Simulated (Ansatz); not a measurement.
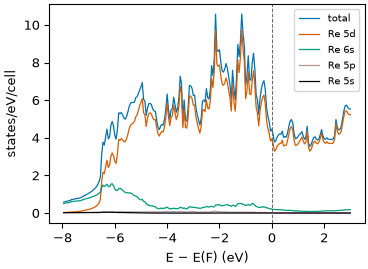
*Total and projected density of states of Re in space group P-6m2 (No. 187; Re on 2g, Re on 2h, Re on 1a, Re on 1f), plane-wave PAW PBE (Ansatz code)*

Which orbitals carry the states next to the Fermi level?

Within 0.5 eV of the Fermi level: Re 5d 88 %, outside the projected shells 6 %. Projections are on Löwdin-orthogonalised atomic valence shells; empty p or d shells of many metals are not among them.

Where is the tallest occupied peak in this window, and what makes it?

Near -1.1 eV, about 11 states/eV per cell; the largest projected share is Re 5d.

The start of the workflow was typed in or built on a structure type; neither database checked (COD, Materials Project) lists it. It is not the phase usual at ambient conditions (space group No. 194). Symmetry was held in the PBE relaxation; whether a distortion lowers the energy is not shown. The run is not spin-polarised. Scalar-relativistic: spin–orbit coupling is off unless named, which matters more the heavier the elements.

Potentials: the later of the program's two PAW sets.
